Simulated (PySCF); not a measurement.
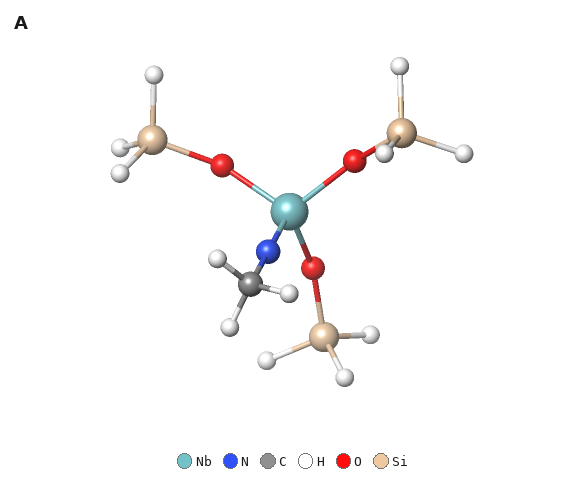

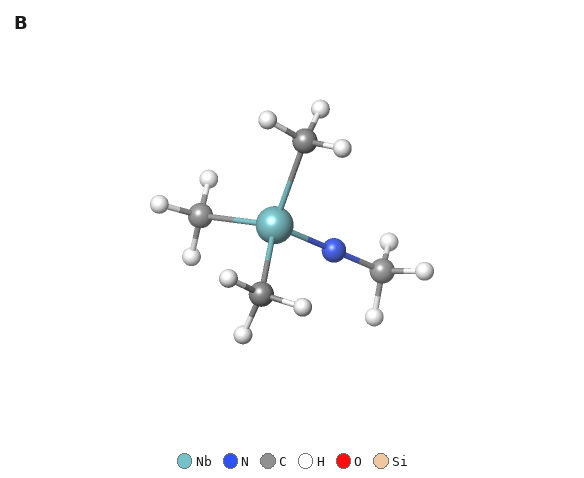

Two related species, optimised with PBE0-D3(BJ)/def2-SVP; properties computed with PySCF 2.14.0. Both: charge 0, singlet.

### What are A and B?

A is Nb(NMe)(OSiH3)3, B is Nb(NMe)Me3.

Compare them. With PBE0/def2-SVPD, core potentials on Nb: dipole moment (D), HOMO–LUMO gap (eV), HOMO energy (Kohn–Sham orbital) (eV), lowest vertical singlet excitation (eV), mean static polarisability (bohr³). With PBE0-D3(BJ)/def2-SVP: mean Nb–N length (Å).

| quantity | A | B |
| --- | --- | --- |
| dipole moment (D) | 1.20 | 0.01 |
| HOMO–LUMO gap (eV) | 6.71 | 6.09 |
| HOMO energy (Kohn–Sham orbital) (eV) | −7.40 | −7.09 |
| lowest vertical singlet excitation (eV) | 4.88 | 4.27 |
| mean static polarisability (bohr³) | 156.6 | 109.1 |
| mean Nb–N length (Å) | 1.746 | 1.740 |

Each is one conformer, and no frequency run is at hand to confirm it as a minimum.
